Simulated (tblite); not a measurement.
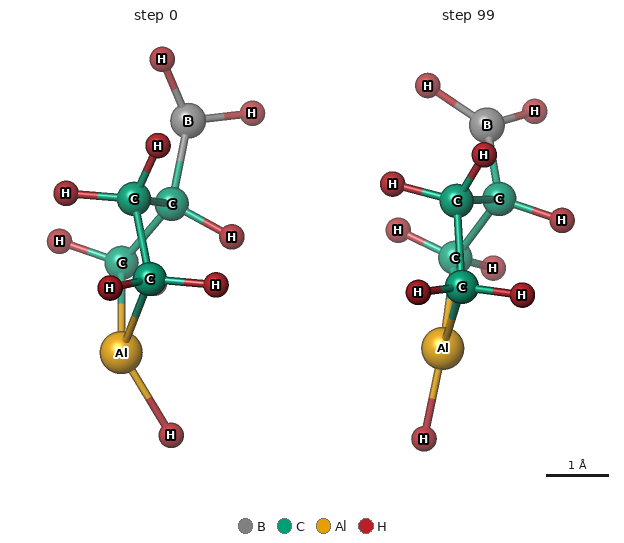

The structure of C4H10AlB before (left) and after (right) a relaxation, at one scale.

Style: ball-and-stick. Shown from a free direction.

Method: GFN2-xTB geometry optimisation, gas phase in tblite. 

What changed between the two?

The atom that moves furthest after the best rigid fit is an H atom (1.00 Å). By element the largest moves are H 1.00 Å, C 0.37 Å, B 0.25 Å, Al 0.18 Å. Near-neighbour distances that change, for instance: B–C 2.576 → 2.232 Å, Al–H 1.605 → 1.540 Å, C–C 1.518 → 1.573 Å, C–H 1.135 → 1.096 Å. Among the angles between lasting bonds that change: B–C–C 114.2° → 91.2°, C–Al–H 120.4° → 132.7°, Al–C–H 110.2° → 118.6°. After 99 geometry steps the energy has fallen by 0.941 eV. The run took 0.96 s on 1 thread of Arm Neoverse N1, with other jobs on the host.
